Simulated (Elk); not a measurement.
Band structure of Ni₃Fe (Pm-3m, 4 atoms in the cell).

```
CELL_PARAMETERS angstrom
      3.58763     0.00000     0.00000
      0.00000     3.58763     0.00000
      0.00000     0.00000     3.58763
ATOMIC_POSITIONS crystal
  Fe 0.00000 0.00000 0.00000
  Ni 0.00000 0.50000 0.50000
  Ni 0.50000 0.00000 0.50000
  Ni 0.50000 0.50000 0.00000
```
Moments meant for the start (each program seeds them in its own way; μB, in the order of the atoms Fe Ni Ni Ni): 3.0 0.5 0.5 0.5.

Level of theory: PBE, all-electron FP-LAPW, Elk's shipped species files, LAPW+lo basis in Elk 10.2.4.

Settings: xctype = 20; spinpol = true; rgkmax = 8; stype = 3; swidth = 0.00183747 Ha; ngridk = 7 7 7; reducebf = 0.8; gmaxvr = 14 1/bohr; nxoapwlo = 1; rmtscf = 0.94; nempty = 8 per atom; bfcmt = [[0.0, 0.0, -1.5], [0.0, 0.0, -0.25], [0.0, 0.0, -0.25], [0.0, 0.0, -0.25]].

The starting cell has typed, rounded lattice constants, without a prior relaxation at this level. Its lattice was rescaled by a random factor within 2.5 % of one. The magnetic order is the one reached from the typed start; others were not searched systematically. Values depend on the basis (sphere radii, cutoffs, local orbitals), which need not be converged.

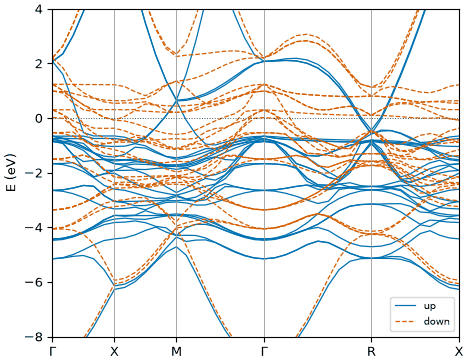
Figure: Bands along the path, energies from the Fermi level.

Levels in eV from the Fermi level, bands 31 to 38 of the first spin channel:
```csv
point,31,32,33,34,35,36,37,38
Γ,-0.75,-0.66,-0.66,-0.66,2.08,2.08,2.08,8.44
X,-1.52,-1.43,-1.04,-0.75,-0.65,7.15,7.15,7.21
M,-1.72,-1.51,-1.45,0.63,0.63,0.66,0.66,10.72
R,-0.81,-0.81,-0.81,-0.58,-0.58,-0.58,-0.44,5.09
```

Bands cross the Fermi level along this path, so the cell is metallic at this level.

The net moment of the cell came out as 5.00 μB.
